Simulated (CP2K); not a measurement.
# [AlH4]− (SMILES [H][Al-]([H])([H])[H]): a first try and a second

Wanted: energy and forces of [AlH4]−, AM1.

The results are computed with CP2K 2026.2.

2 further runs of the same task are left out: 2 set aside as unsound or not needed.

### 1 The system as given

The species is [AlH4]− (5 atoms), meant as a singlet with charge -1. SMILES: `[H][Al-]([H])([H])[H]`. The shape comes from GFN2-xTB, which is rough for such elements, and wasn't checked as a minimum.

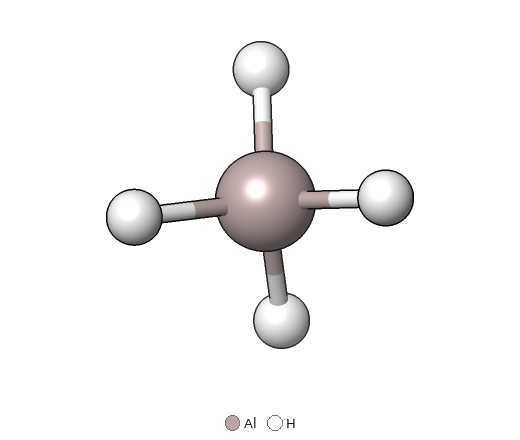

The structure, seen from a chosen angle (aluminium light grey, hydrogen white).

### 2 The input as first written

mol.inp reads:

```
&GLOBAL
   PROJECT_NAME mol
   RUN_TYPE ENERGY_FORCE
   PRINT_LEVEL MEDIUM
&END GLOBAL

&FORCE_EVAL
   METHOD QUICKSTEP
   &DFT
      CHARGE -1
      &QS
         METHOD AM1
         EPS_DEFAULT 1.0E-10
         &SE
            &COULOMB
               CUTOFF [angstrom] 50
               RC_RANGE [angstrom] 0
            &END COULOMB
            &EXCHANGE
               CUTOFF [angstrom] 50
               RC_RANGE [angstrom] 0
            &END EXCHANGE
         &END SE
      &END QS
      &POISSON
         PERIODIC NONE
         POISSON_SOLVER ANALYTIC
      &END POISSON
      &SCF
         SCF_GUESS ATOMIC
         EPS_SCF 1.0E-07
         MAX_SCF 2
         IGNORE_CONVERGENCE_FAILURE T
         &OT
            MINIMIZER DIIS
            PRECONDITIONER FULL_SINGLE_INVERSE
         &END OT
      &END SCF
      # extra output
      &PRINT
         &MOMENTS
            PERIODIC F
            REFERENCE COM
            MAX_MOMENT 1
         &END MOMENTS
         &MO_CUBES
            NLUMO 5
            NHOMO -1
            WRITE_CUBE F
         &END MO_CUBES
         &HIRSHFELD OFF
         &END HIRSHFELD
      &END PRINT
   &END DFT
   # atoms, cell and kinds
   &SUBSYS
      &CELL
         ABC 18.3 18.7 18.2
         PERIODIC NONE
      &END CELL
      &COORD
         Al    -0.001450    -0.001080    -0.000010
         H      0.012860    -0.019320     1.627070
         H      1.530040     0.013000    -0.552880
         H     -0.773910     1.334120    -0.520140
         H     -0.767540    -1.326720    -0.554050
      &END COORD
      &TOPOLOGY
         &CENTER_COORDINATES
         &END CENTER_COORDINATES
      &END TOPOLOGY
   &END SUBSYS
   # extra output
   &PRINT
      &FORCES ON
      &END FORCES
   &END PRINT
&END FORCE_EVAL
```

Run with:

```console
$ OMP_NUM_THREADS=1 cp2k.psmp -i mol.inp > mol.out 2>&1
```

Output:

```text
CP2K| version string:                                       CP2K version 2026.2
 CP2K| Input file name                                                   mol.inp

[... 145 lines left out ...]
  Step     Update method      Time    Convergence         Total energy    Change
[... 14 lines left out ...]
  Heat of formation [kcal/mol]:                               267.29463496815026
[... 1 line left out ...]
 *** WARNING in qs_scf.F:700 :: SCF run NOT converged ***
[... 11 lines left out ...]
 SE_DIPOLE| Dipole type                                             non-periodic
[... 1 line left out ...]
 SE_DIPOLE| Moment [Debye]         -0.42594672       1.09753346       2.34014986
[... 2 lines left out ...]
 *** WARNING in qs_scf_post_se.F:140 :: Printing of MO cube files not ***
[... 45 lines left out ...]
 -------------------------------------------------------------------------------
```

Run time: 0.99 s. Hardware: 1 thread of Intel Xeon 6975P-C (Granite Rapids), shared host; peak memory 0.18 GiB.

### 3 What went wrong

The run stopped without converging.

What is wrong: few scf steps. Among its listed settings the sound run differs in this, and the input shows the rest: iteration cap 25 in place of 2; outer scf 3 in place of 0.

### 4 Try two

run.inp reads:

```
&GLOBAL
  PROJECT_NAME run
  RUN_TYPE ENERGY_FORCE
  PRINT_LEVEL HIGH
&END GLOBAL

&FORCE_EVAL
  METHOD QUICKSTEP
  &DFT
    CHARGE -1
    &QS
      METHOD AM1
      EPS_DEFAULT 1.0E-10
      &SE
        &COULOMB
          CUTOFF [angstrom] 50
          RC_RANGE [angstrom] 0
        &END COULOMB
        &EXCHANGE
          CUTOFF [angstrom] 50
          RC_RANGE [angstrom] 0
        &END EXCHANGE
      &END SE
    &END QS
    &POISSON
      PERIODIC NONE
      POISSON_SOLVER ANALYTIC
    &END POISSON
    &SCF
      SCF_GUESS ATOMIC
      EPS_SCF 1.0E-07
      MAX_SCF 25
      &OT
        MINIMIZER DIIS
        PRECONDITIONER FULL_SINGLE_INVERSE
        STEPSIZE 0.5
      &END OT
      &OUTER_SCF
        EPS_SCF 1.0E-07
        MAX_SCF 3
      &END OUTER_SCF
    &END SCF
    &PRINT
      &MOMENTS
        PERIODIC F
        REFERENCE COM
        MAX_MOMENT 1
      &END MOMENTS
      &MO_CUBES
        NLUMO 5
        NHOMO -1
        WRITE_CUBE F
      &END MO_CUBES
      &HIRSHFELD OFF
      &END HIRSHFELD
    &END PRINT
  &END DFT
  &SUBSYS
    &CELL
      ABC 18.3 18.7 18.2
      PERIODIC NONE
    &END CELL
    &COORD
      Al    -0.001450    -0.001080    -0.000010
      H      0.012860    -0.019320     1.627070
      H      1.530040     0.013000    -0.552880
      H     -0.773910     1.334120    -0.520140
      H     -0.767540    -1.326720    -0.554050
    &END COORD
    &TOPOLOGY
      &CENTER_COORDINATES
      &END CENTER_COORDINATES
    &END TOPOLOGY
  &END SUBSYS
  &PRINT
    &FORCES ON
    &END FORCES
  &END PRINT
&END FORCE_EVAL
```

Run with:

```console
$ OMP_NUM_THREADS=1 cp2k.psmp -i run.inp -o run.out
```

Output, cut to the lines that bear on the results:

```text
CP2K| version string:                                       CP2K version 2026.2
[...]
 GLOBAL| Method name                                                        CP2K
[...]
 GLOBAL| Run type                                                   ENERGY_FORCE
[...]
                             - Atoms:                                          5
[...]
                             - Spherical basis functions:                      8
[...]
 Number of electrons:                                                          8
[...]
     1 OT DIIS     0.50E+00    0.0     0.37559043        -3.0726358009 -3.07E+00
[...]
    10 OT DIIS     0.50E+00    0.0     0.00000007        -3.8873384970 -6.59E-13
  *** SCF run converged in    10 steps ***
  Core-core repulsion energy [eV]:                            113.46703850808854
  Core Hamiltonian energy [eV]:                              -148.04074710259795
  Two-electron integral energy [eV]:                         -142.41230285317238
  Electronic energy [eV]:                                    -219.24689852918414
  Total energy [eV]:                                         -105.77986002109560
  Atomic reference energy [eV]:                               104.49096089317328
  Heat of formation [kcal/mol]:                               -29.72272234487150
[...]
 *** WARNING in qs_scf_post_se.F:661 :: TOT_DENSITY_CUBE  not implemented ***
 *** for Semi-Empirical calculations!                                     ***
 *** WARNING in qs_scf_post_se.F:667 :: E_DENSITY_CUBE not implemented for ***
 *** Semi-Empirical calculations!                                          ***
[...]
 ENERGY| Total FORCE_EVAL ( QS ) energy [hartree]             -3.887338496958135
 FORCES| Atomic forces [hartree/bohr]
 FORCES|   Atom     x               y               z               |f|
 FORCES|      1  3.68063122E-04  2.15205122E-04 -1.17842590E-04   4.42346676E-04
 FORCES|      2 -4.36985778E-04  4.22409634E-04 -4.23457308E-02   4.23500921E-02
 FORCES|      3 -4.00063695E-02 -4.36936129E-04  1.44098080E-02   4.25246174E-02
 FORCES|      4  2.00664497E-02 -3.48928754E-02  1.35561487E-02   4.24728657E-02
 FORCES|      5  2.00088425E-02  3.46921967E-02  1.44976167E-02   4.25920554E-02
 FORCES| Sum    -6.93889390E-18 -2.77555756E-17  0.00000000E+00
 FORCES| Total atomic force                                       2.86097925E-17
[...]
```

Wall time 1.3 s (1 thread of Intel Xeon 6975P-C (Granite Rapids), shared host); peak memory 0.19 GiB.

### 5 What came out

At AM1:

| quantity | value |
| --- | --- |
| total energy | -3.88734 Eh |
| heat of formation at this unrelaxed shape | -29.7 kcal/mol |
| largest force on an atom | 2.190 eV/Å |

The largest force is 2.19 eV/Å: the shape isn't a stationary point for this species at this level.
